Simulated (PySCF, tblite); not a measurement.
**C₅H₄F₂O₃: a rotation path, then NMR shifts on frames**

How do NMR shifts of C₅H₄F₂O₃ (`O=C1OCC=C1OC(F)F`) change as the atoms move?

The runs use tblite 0.8.0 and PySCF 2.14.0, with density-fitted response routines of our own; the level of theory stands in each step. All values are computed, except where a source is named. Atoms count from 0, in the outputs and in this text.

## 1. The molecule as given

14 atoms, charge 0, multiplicity 1; geometry from: GFN2-xTB.

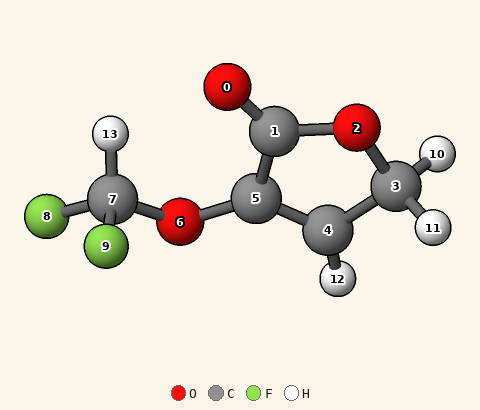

As it starts; oxygen red, carbon grey, fluorine green, hydrogen white, atoms numbered; sticks join atoms by distance.

## 2. The rotation path with GFN2-xTB

Job settings and geometry (Å):

```
{"job": {"kind": "neb", "xc": "GFN2-xTB", "basis": "xTB", "atoms": [1, 5, 6, 7], "turn": 180}, "charge": 0, "multiplicity": 1}
O      0.557535     1.890810     0.791857
C     -0.237619     1.050933     0.473845
O     -1.567280     1.232202     0.499960
C     -2.246485     0.055104     0.105365
C     -1.174275    -0.933741    -0.196694
C      0.009490    -0.349635     0.010964
O      1.224557    -0.944952    -0.137031
C      2.341598    -0.158215    -0.212620
F      3.392950    -0.979346    -0.112702
F      2.422792     0.424856    -1.430796
H     -2.903207    -0.263982     0.922672
H     -2.868841     0.281049    -0.767717
H     -1.369871    -1.936446    -0.520494
H      2.417977     0.630891     0.551224
```

Method: GFN2-xTB climbing-image nudged elastic band, gas phase.

The run is started by

```console
OMP_NUM_THREADS=1 python probes_run.py task.json out
```

One launch serves the whole session: the jobs run in the order shown.

The log of the run:

```text
image   E - E0 / eV
  0       0.0000
  1       0.0336
  2       0.1515
  3       0.2538
  4       0.2865
  5       0.2576
  6       0.1982
  7       0.1288
  8       0.0806
```

Run time: 5.7 s. Hardware: 1 thread of Arm Neoverse N1, shared host; peak memory 0.18 GiB.

The final band, with the dihedral C1–C5–O6–C7:

```
image  dihedral (°)  energy (eV)  energy (kcal/mol)
    0           -18        0.000                0.0
    1             8        0.034                0.8
    2            37        0.152                3.5
    3            62        0.254                5.9
    4            88        0.287                6.6
    5           116        0.258                5.9
    6           142        0.198                4.6
    7           165        0.129                3.0
    8           188        0.081                1.9
```

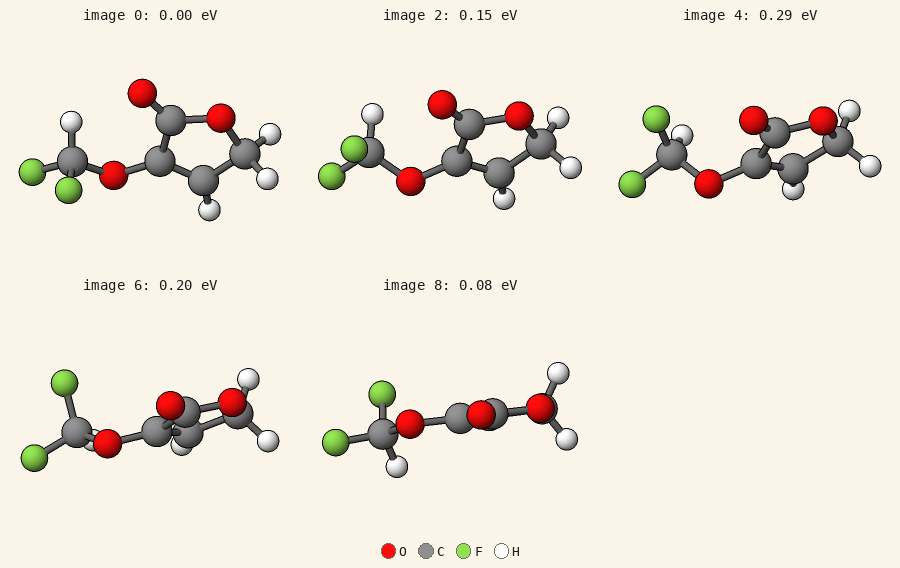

Images along the band.

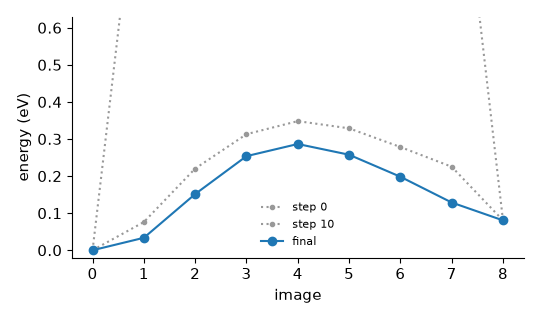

Energy along the band, early and final.

## 3. NMR shieldings: image 0, PBE0/pcSseg-1

Job settings and geometry (Å):

```
{"job": {"kind": "nmr", "xc": "PBE0", "basis": "pcSseg-1", "pop": false}, "charge": 0, "multiplicity": 1}
O      0.557500     1.890800     0.791900
C     -0.237600     1.050900     0.473800
O     -1.567300     1.232200     0.500000
C     -2.246500     0.055100     0.105400
C     -1.174300    -0.933700    -0.196700
C      0.009500    -0.349600     0.011000
O      1.224600    -0.945000    -0.137000
C      2.341600    -0.158200    -0.212600
F      3.393000    -0.979300    -0.112700
F      2.422800     0.424900    -1.430800
H     -2.903200    -0.264000     0.922700
H     -2.868800     0.281000    -0.767700
H     -1.369900    -1.936400    -0.520500
H      2.418000     0.630900     0.551200
```

With the program's defaults for keys left out, this is: GIAO PBE0/pcSseg-1 NMR shielding, non-relativistic, gas phase.

The log of the run:

```text
coarse grid: 13344 points
cycle   1  E = -617.2238857540  dE =  2.160e+00  |g| = 1.200e+00  |ddm| = 3.556e+00
cycle   2  E = -616.6830947224  dE =  5.408e-01  |g| = 2.111e+00  |ddm| = 2.126e+00
cycle   3  E = -617.4541886184  dE = -7.711e-01  |g| = 3.502e-01  |ddm| = 1.609e+00
cycle   4  E = -617.4753946185  dE = -2.121e-02  |g| = 1.106e-01  |ddm| = 2.928e-01
cycle   5  E = -617.4772894547  dE = -1.895e-03  |g| = 3.225e-02  |ddm| = 7.985e-02
cycle   6  E = -617.4774940106  dE = -2.046e-04  |g| = 9.168e-03  |ddm| = 2.981e-02
cycle   7  E = -617.4775085768  dE = -1.457e-05  |g| = 2.996e-03  |ddm| = 7.510e-03
cycle   8  E = -617.4775103444  dE = -1.768e-06  |g| = 8.234e-04  |ddm| = 2.513e-03
final grid: 134360 points
cycle   9  E = -617.5805121928  dE = -2.466e-05  |g| = 1.608e-02  |ddm| = 2.914e-02
cycle  10  E = -617.5804280248  dE =  8.417e-05  |g| = 2.677e-02  |ddm| = 2.559e-02
cycle  11  E = -617.5805560939  dE = -1.281e-04  |g| = 2.737e-03  |ddm| = 1.762e-02
cycle  12  E = -617.5805574959  dE = -1.402e-06  |g| = 4.547e-04  |ddm| = 1.999e-03
cycle  13  E = -617.5805575266  dE = -3.070e-08  |g| = 2.070e-04  |ddm| = 4.313e-04
cycle  14  E = -617.5805575345  dE = -7.926e-09  |g| = 5.293e-05  |ddm| = 1.502e-04
cycle  15  E = -617.5805575350  dE = -4.184e-10  |g| = 1.927e-05  |ddm| = 4.081e-05
converged SCF energy = -617.5805575350

GIAO shielding tensors (ppm)
atom      isotropic    diamagn.    paramagn.     s11        s22        s33       span
  0 O      -74.604     401.156    -475.760   -322.820   -198.709    297.717    620.536
  1 C       15.779     250.807    -235.028    -76.156     51.089     72.403    148.559
  2 O      122.229     399.415    -277.185    -84.189    218.238    232.639    316.828
  3 C      116.594     245.642    -129.048     98.029    101.973    149.782     51.753
  4 C       53.932     256.065    -202.133    -47.075     57.131    151.740    198.816
  5 C       36.278     257.242    -220.964    -60.510     69.803     99.542    160.052
  6 O      171.629     399.116    -227.487    121.538    156.955    236.396    114.858
  7 C       66.491     239.040    -172.548     49.278     67.052     83.145     33.867
  8 F      280.871     467.024    -186.153    191.627    303.549    347.436    155.809
  9 F      262.960     473.023    -210.064    176.488    264.543    347.847    171.359
 10 H       26.615      27.094      -0.479     22.951     24.854     32.040      9.088
 11 H       26.594      27.417      -0.823     23.162     24.786     31.835      8.674
 12 H       24.954      31.430      -6.476     23.076     24.002     27.783      4.707
 13 H       23.284      27.978      -4.694     18.264     23.750     27.837      9.573
```

Run time: 54 s. Hardware: 1 thread of Arm Neoverse N1, shared host; peak memory 0.83 GiB.

Shifts follow as δ = σ(reference) − σ, with reference shieldings (ppm) from runs at the same level and on the same kind of geometry: 1H TMS 31.72, 13C TMS 186.9, 19F CFCl3 170.9, 17O H2O 336.1. The references are single molecules in the gas phase, so shifts against H2O, NH3, PH3, H3PO4 or CFCl3 are not on the usual liquid scales and can be off by tens of ppm. Each atom is listed at this fixed geometry, with no averaging over motion; a spectrum would average atoms that exchange fast.

```
atoms                                 environment  σ (ppm)  δ (ppm)
   C1                       ester carbonyl carbon     15.8    171.1
   C5                alkene carbon bearing oxygen     36.3    150.6
   C4                  β carbon of a C=C–C=O unit     53.9    133.0
   C7                  sp3 CH bonded to 2 F and O     66.5    120.4
   C3                 allylic sp3 CH2 bonded to O    116.6     70.3
  H13   hydrogen on an sp3 CH bonded to 2 F and O    23.28     8.43
  H12    hydrogen on a β carbon of a C=C–C=O unit    24.95     6.76
  H11  hydrogen on an allylic sp3 CH2 bonded to O    26.59     5.12
  H10  hydrogen on an allylic sp3 CH2 bonded to O    26.62     5.10
   O0                       ester carbonyl oxygen    -74.6    410.7
   O2                         ester alkoxy oxygen    122.2    213.8
   O6                                ether oxygen    171.6    164.4
   F9                     fluorine of a CF2 group    263.0    -92.0
   F8                     fluorine of a CF2 group    280.9   -109.9
```

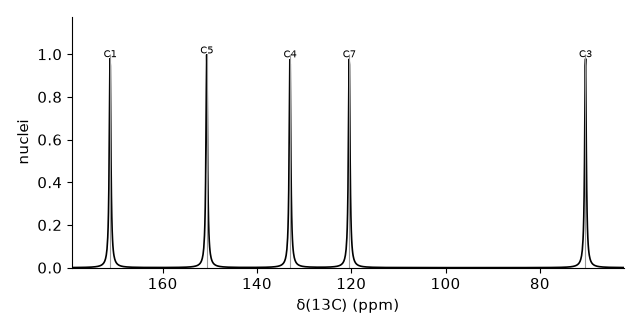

13C lines at the computed shifts, without couplings. Lines are broadened to a width of 0.40 ppm (Lorentzian).

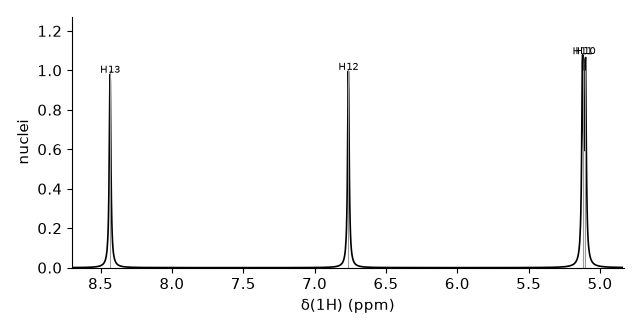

1H lines at the computed shifts, without couplings. Lines are broadened to a width of 0.01 ppm (Lorentzian).

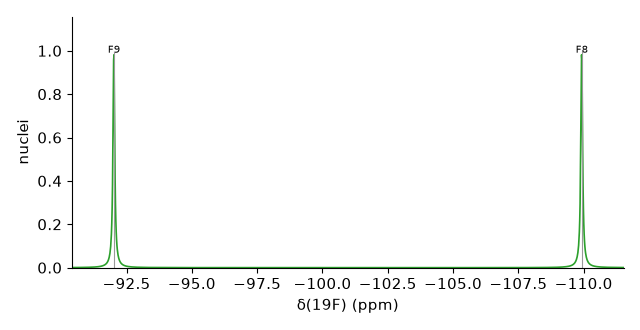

19F lines at the computed shifts, without couplings. Lines are broadened to a width of 0.08 ppm (Lorentzian).

Ring of atoms C1, O2, C3, C4, C5: NICS(0) -6.2, NICS(1) -4.4, NICS(1)zz -7.0 ppm (means of both faces).

The fields below are evaluated on a grid from the run's orbitals.

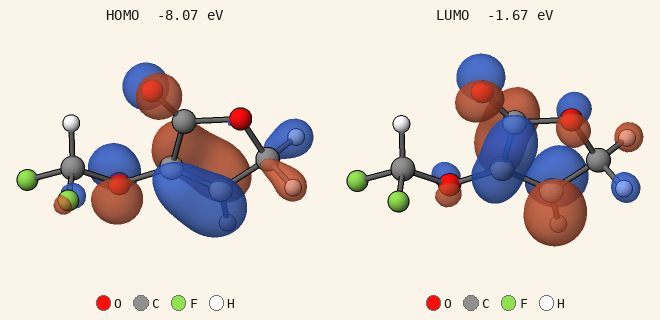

Frontier orbitals at PBE0/pcSseg-1; each surface holds 70 % of the orbital's density, blue and red mark the sign.

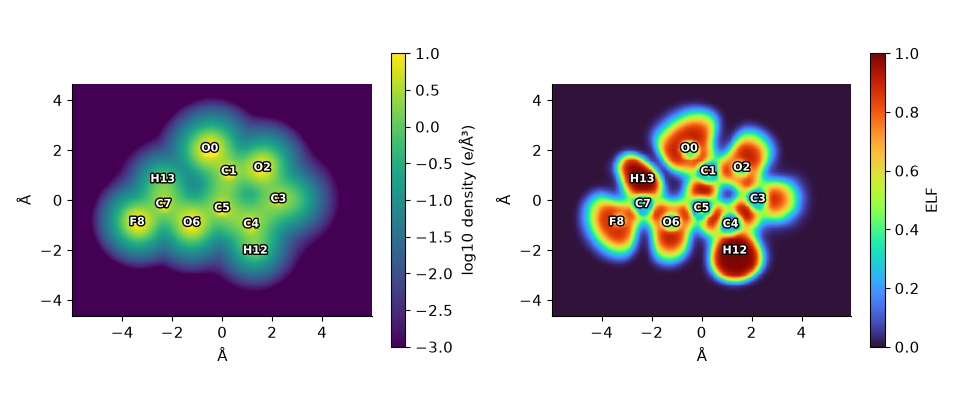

Density (left) and ELF (right) in a plane through or near 11 of the atoms.

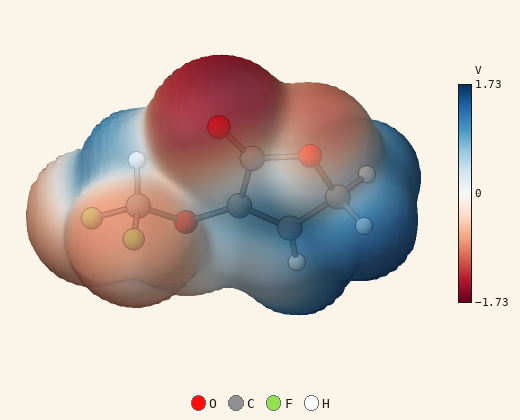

The potential that a unit positive charge feels on the 0.002 e/bohr³ surface, from the 1st to the 99th percentile, from -1.53 V near O0 to 1.73 V near H10.

## 4. NMR shieldings: image 2, PBE0/pcSseg-1

Job settings and geometry (Å):

```
{"job": {"kind": "nmr", "xc": "PBE0", "basis": "pcSseg-1", "pop": false}, "charge": 0, "multiplicity": 1}
O      0.450300     2.129600     0.110700
C     -0.295900     1.197100     0.072900
O     -1.614300     1.278500     0.342700
C     -2.235300     0.013000     0.234200
C     -1.150300    -0.924900    -0.168900
C     -0.008000    -0.238600    -0.251100
O      1.199500    -0.739300    -0.639400
C      2.343700    -0.242000    -0.085600
F      3.306700    -1.139600    -0.345900
F      2.745100     0.904500    -0.652900
H     -2.668600    -0.250400     1.206700
H     -3.047400     0.073700    -0.498200
H     -1.313800    -1.967500    -0.356700
H      2.287700    -0.094700     1.009300
```

Method: GIAO PBE0/pcSseg-1 NMR shielding, non-relativistic, gas phase.

The log of the run:

```text
coarse grid: 13344 points
cycle   1  E = -617.2124222133  dE =  2.171e+00  |g| = 1.210e+00  |ddm| = 3.551e+00
cycle   2  E = -616.6400446006  dE =  5.724e-01  |g| = 2.155e+00  |ddm| = 2.288e+00
cycle   3  E = -617.4473134776  dE = -8.073e-01  |g| = 3.643e-01  |ddm| = 1.744e+00
cycle   4  E = -617.4703388914  dE = -2.303e-02  |g| = 1.144e-01  |ddm| = 3.054e-01
cycle   5  E = -617.4723681764  dE = -2.029e-03  |g| = 3.325e-02  |ddm| = 8.270e-02
cycle   6  E = -617.4725850729  dE = -2.169e-04  |g| = 9.542e-03  |ddm| = 3.065e-02
cycle   7  E = -617.4726008827  dE = -1.581e-05  |g| = 3.089e-03  |ddm| = 7.795e-03
cycle   8  E = -617.4726027308  dE = -1.848e-06  |g| = 8.508e-04  |ddm| = 2.578e-03
final grid: 134360 points
cycle   9  E = -617.5746464655  dE = -2.495e-05  |g| = 1.618e-02  |ddm| = 3.077e-02
cycle  10  E = -617.5745585197  dE =  8.795e-05  |g| = 2.715e-02  |ddm| = 2.669e-02
cycle  11  E = -617.5746909849  dE = -1.325e-04  |g| = 2.931e-03  |ddm| = 1.854e-02
cycle  12  E = -617.5746925879  dE = -1.603e-06  |g| = 4.687e-04  |ddm| = 2.104e-03
cycle  13  E = -617.5746926217  dE = -3.383e-08  |g| = 1.979e-04  |ddm| = 4.436e-04
cycle  14  E = -617.5746926290  dE = -7.261e-09  |g| = 5.619e-05  |ddm| = 1.488e-04
cycle  15  E = -617.5746926295  dE = -5.041e-10  |g| = 1.821e-05  |ddm| = 4.358e-05
converged SCF energy = -617.5746926295

GIAO shielding tensors (ppm)
atom      isotropic    diamagn.    paramagn.     s11        s22        s33       span
  0 O      -81.417     400.556    -481.972   -339.360   -221.009    316.119    655.479
  1 C       17.627     250.589    -232.962    -77.078     49.723     80.237    157.314
  2 O      125.584     399.497    -273.913    -83.609    223.787    236.573    320.182
  3 C      117.818     245.794    -127.976     98.627    105.133    149.695     51.068
  4 C       50.613     256.381    -205.768    -52.900     53.237    151.503    204.403
  5 C       35.512     256.608    -221.096    -62.376     71.707     97.204    159.580
  6 O      180.010     399.518    -219.508    129.216    155.364    255.449    126.233
  7 C       64.069     239.201    -175.132     45.700     69.227     77.279     31.579
  8 F      272.617     467.076    -194.459    179.100    292.376    346.376    167.276
  9 F      248.507     471.636    -223.129    158.607    257.397    329.517    170.910
 10 H       26.657      27.603      -0.946     23.197     24.827     31.947      8.750
 11 H       26.669      27.018      -0.349     22.994     24.926     32.086      9.092
 12 H       24.827      31.550      -6.722     22.764     24.025     27.693      4.929
 13 H       25.200      28.281      -3.081     22.792     24.583     28.226      5.434
```

It took 42 s on 1 thread of Arm Neoverse N1, shared host; peak memory 0.84 GiB.

This run: δ C1 169.3, C5 151.4, C4 136.3, C7 122.9, H12 6.89, H13 6.52 ppm.

[end of part 1 of 2]
